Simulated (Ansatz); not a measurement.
## Fields on a plane of LaGa2 (space group P6/mmm)

```yaml
crystal:
  lattice:
    - [4.29515, 0.00000, 0.00000]
    - [-2.14758, 3.71971, 0.00000]
    - [0.00000, 0.00000, 4.49178]
  atoms:
    - { symbol: La, position: [0.00000, 0.00000, 0.00000] }
    - { symbol: Ga, position: [0.33333, 0.66667, 0.50000] }
    - { symbol: Ga, position: [0.66667, 0.33333, 0.50000] }
```

The slice is a (-1 1 0 2) plane (indices of the conventional cell) through the point (0.333, 0.667, 0.500) (fractional), spanned by u = [110] and v = [1 -1 1] in vectors of this cell: u (4.30 Å) and v (8.69 Å, at 90° to u). It covers one period; positions are fractions (u, v).

Atoms on it: Ga at (0.00, 0.00). Other atoms lie within 1 Å of the plane.

Computed with r2SCAN (plane waves to 500 eV, PAW, scalar-relativistic; Ansatz, an electronic-structure program). k mesh 13×13×10. These are valence fields of a PAW run, semicore shells included where kept as valence: close to a nucleus they are smooth pseudo fields. LaGa2 is run without spin polarisation. LaGa2 was relaxed with its symmetry unable to fall.

| v \ u | 0.00 | 0.12 | 0.25 | 0.38 | 0.50 | 0.62 | 0.75 | 0.88 |
|---|---|---|---|---|---|---|---|---|
| 0.94 | x | x | 2.3 | x | x | x | 2.3 | x |
| 0.84 | 5.0 | 5.9 | 4.8 | x | x | x | 4.8 | 5.9 |
| 0.75 | <0.0 | 0.6 | 4.5 | 5.7 | 5.3 | 5.7 | 4.5 | 0.6 |
| 0.66 | x | x | <0.0 | 5.9 | 7.7 | 5.9 | <0.0 | x |
| 0.56 | x | x | <0.0 | 6.3 | 8.0 | 6.3 | <0.0 | x |
| 0.47 | 2.5 | 3.9 | 6.2 | 7.7 | 8.2 | 7.7 | 6.2 | 3.9 |
| 0.38 | 7.8 | 7.8 | 7.1 | 5.7 | 4.8 | 5.7 | 7.1 | 7.8 |
| 0.28 | 5.8 | 6.0 | 4.8 | 1.1 | <0.0 | 1.1 | 4.8 | 6.0 |
| 0.19 | 5.9 | 6.2 | 5.4 | 2.6 | 0.7 | 2.6 | 5.4 | 6.2 |
| 0.09 | x | x | 5.2 | 6.5 | 6.2 | 6.5 | 5.2 | x |
| 0.00 | x | x | 0.6 | 5.2 | 4.3 | 5.2 | 0.6 | x |

Values: electrostatic potential energy of an electron, from the cell's mean, in eV. Points within 1 Å of a nucleus are blanked (x), as the pseudised field means little there. Values under 0 eV are set to 0. The zero, the cell's mean, hangs on the PAW cores.

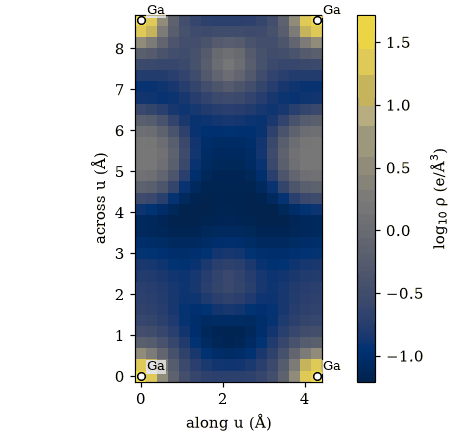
Figure: Log₁₀ of the valence density in e/Å³, one period of the plane, atoms marked. The scale is logarithmic, as a density can span decades between atoms and voids.
